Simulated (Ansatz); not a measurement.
## Ligand exchange: CH3I + C4H8O2 → HOI + C5H10O

Species: CH3I (methyl iodide) `CI`, singlet; C4H8O2 (butyric acid) `CCCC(=O)O`, singlet; HOI (hypoiodous acid) `OI`, singlet; C5H10O (2-pentanone) `CCCC(C)=O`, singlet. The partners trade CH3 for OH: I–CH3 and C–OH bonds give way to I–OH and C–CH3.

Shapes, held fixed at every level: PBE0-D4/def2-TZVP. Flexible molecules stand in one conformer, not always the lowest. Programs: Ansatz 0.2.0. Electronic energies: no zero-point or thermal term.

| level | kind | ΔE (kJ/mol) | less CCSD(T)/def2-TZVPP |
| --- | --- | --- | --- |
| PBE-D4/def2-TZVPP | GGA | +146.5 | -7.3 |
| r2SCAN-D4/def2-TZVPP | meta-GGA | +156.2 | +2.4 |
| PBE0-D4/def2-TZVPP | global hybrid | +156.2 | +2.4 |
| wB97M-V/def2-TZVPP | range-separated hybrid | +151.4 | -2.4 |
| B2PLYP/def2-TZVPP | double hybrid | +152.5 | -1.3 |
| MP2/def2-TZVPP | perturbation theory | +162.3 | +8.5 |
| CCSD(T)/def2-TZVPP | coupled cluster or CI | +153.8 | 0.0 |

The highest level, CCSD(T)/def2-TZVPP, gives ΔE = +153.8 kJ/mol; the levels span +146.5 to +162.3. The column of differences is taken from that level and isn't an error. No measured value is set beside it here. For atoms past krypton def2 sets carry core potentials with scalar relativity. Correlated rows may include outer-core shells of I, which these sets cover unevenly.

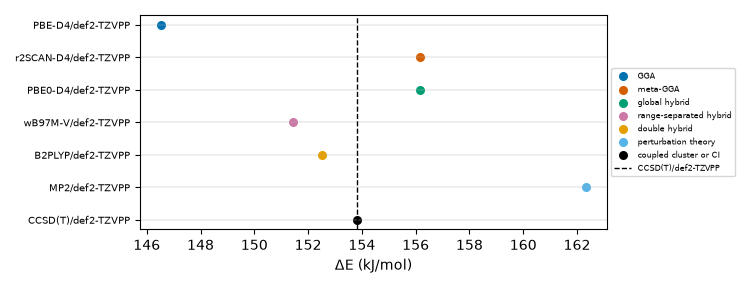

The values of the table, level by level.
